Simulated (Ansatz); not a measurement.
## Electronic structure of C4H8GeO in real space

The calculation's input:

```
crystal:
  periodic: [false, false, false]
  atoms:
    - {symbol: C, position_ang: [-0.756242, 2.332162, -0.135137]}
    - {symbol: C, position_ang: [0.141408, 1.355223, 0.023647]}
    - {symbol: C, position_ang: [0.052837, 0.315117, 1.070250]}
    - {symbol: C, position_ang: [0.538224, -1.064818, 0.824487]}
    - {symbol: Ge, position_ang: [-0.215396, -2.600988, 1.796036]}
    - {symbol: O, position_ang: [1.289633, -0.143528, 1.616597]}
    - {symbol: H, position_ang: [-0.661883, 3.072058, -0.933452]}
    - {symbol: H, position_ang: [-1.620602, 2.425345, 0.530228]}
    - {symbol: H, position_ang: [1.008624, 1.276870, -0.641994]}
    - {symbol: H, position_ang: [-0.750753, 0.454260, 1.807570]}
    - {symbol: H, position_ang: [0.974607, -1.263914, -0.166697]}
    - {symbol: H, position_ang: [0.922793, -3.550620, 2.216759]}
    - {symbol: H, position_ang: [-1.212002, -3.360950, 0.895416]}
    - {symbol: H, position_ang: [-0.936405, -2.064604, 3.047101]}
basis:
  gaussian: {orbitals: def2-SVPD}
hamiltonian: {xc: pbe0}
output: {forces: true, orbitals: {seedname: orbitals}}
```

Launched as:

```sh
ansatz run input.yaml --threads 2 --pin off --max-ram 5220MiB --events-out events.jsonl --progress --plain --runs-dir runs
```

Geometry: B3LYP-D3(BJ)/def2-SVP.

Computed with Ansatz 0.2.0, isolated molecule in a Gaussian basis; Kohn-Sham density functional theory, functional PBE0.

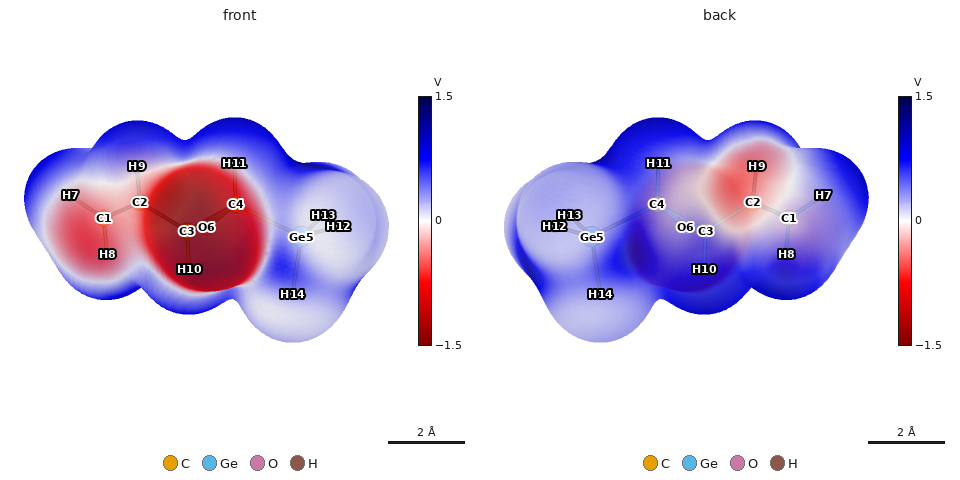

Figure 1. The molecular electrostatic potential painted on the density surface at 0.002 e/bohr³, seen from the front and from behind; red is negative and blue positive.

Where is the surface potential most negative and most positive?

Answer. The most negative region (about −1.4 V, or −32 kcal/mol for a unit charge) lies over O6, the most positive (about +1.1 V, or +25 kcal/mol for a unit charge) over Ge5. O6 is the likeliest acceptor of a hydrogen bond.

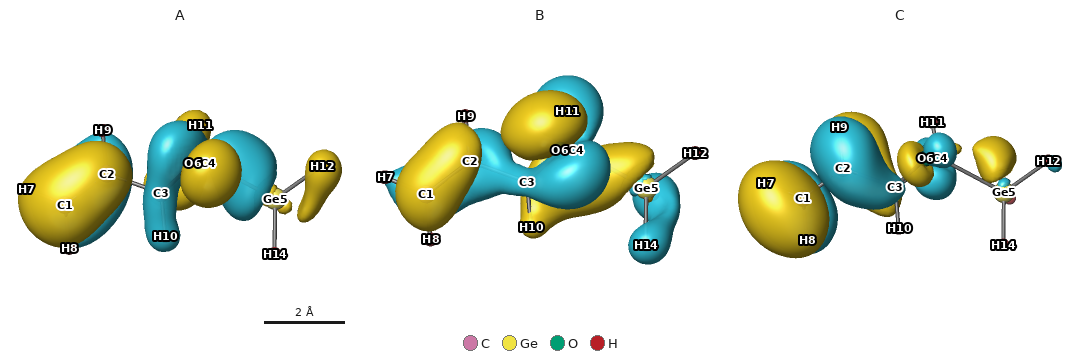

Figure 2. Three frontier orbitals at ±0.08 Å⁻³ᐟ² (yellow and cyan are the two phases), in no order.

Order the three orbitals by energy and name them.

Answer. B is the HOMO−1 (−8.03 eV). By Hirshfeld shares it lies mainly on O6 (about 40 %), C4 (about 15 %), C2 (about 10 %), C1 (about 10 %), C3 (about 5 %) and Ge5 (about 5 %). A is the HOMO (−7.41 eV). It lies mainly on C1 (about 25 %), O6 (about 20 %), C2 (about 15 %), C4 (about 10 %), Ge5 (about 5 %) and C3 (about 5 %). C is the LUMO (−0.37 eV). Its weight (Hirshfeld) is mainly on C1 (about 35 %), C2 (about 30 %) and C3 (about 5 %); π-antibonding (π*) across C1–C2.

What is the HOMO–LUMO gap?

Answer. 7.04 eV between the orbital energies.

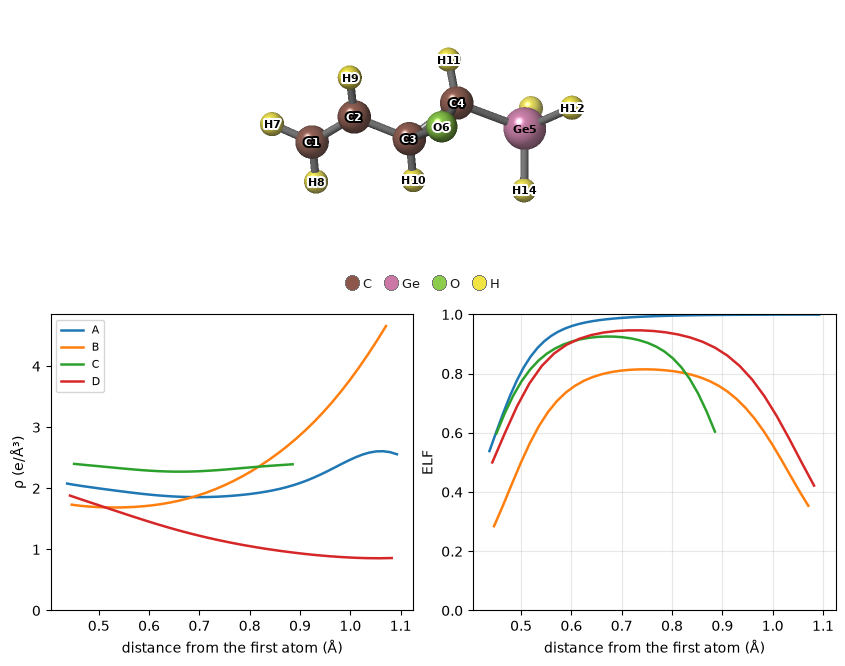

Figure 3. Electron density and electron localisation function along straight lines between neighbouring atoms. The curves leave out the atomic cores. The structure is drawn too.

Which curve belongs to which contact (C–C, C–Ge, C–H and C–O)? The first atom named is at distance zero.

Answer. Curve A: C–H (1.09 Å): the density is about 1.9 e/Å³ at the midpoint; the ELF climbs to about 1 towards the hydrogen, as it does in any bond to H; an ordinary covalent bond to hydrogen. Curve B: C–O (1.43 Å): the density is about 1.9 e/Å³ at the midpoint, with its minimum of 1.7 e/Å³ about 0.5 Å from C; the ELF peaks at about 0.80 between the atoms: a polar covalent bond. Curve C: C–C (1.34 Å): ρ is about 2.3 e/Å³ halfway; the ELF peaks at about 0.95 between the atoms; a short, multiple covalent bond. Curve D: C–Ge (1.97 Å): the density is about 0.87 e/Å³ at the midpoint; the ELF peaks at about 0.95 in the valence shell of C, 0.7 Å from its nucleus, and is about 0.70 at the midpoint.

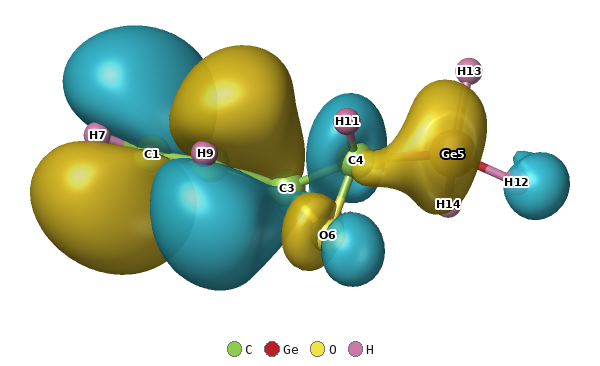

Figure 4. One frontier orbital at ±0.05 Å⁻³ᐟ² (yellow and cyan are the two phases), seen from one side.

Which orbital is it: HOMO or LUMO?

Answer. The LUMO, at −0.37 eV. It lies mainly on C1 (about 35 %), C2 (about 30 %) and C3 (about 5 %); π-antibonding (π*) across C1–C2.
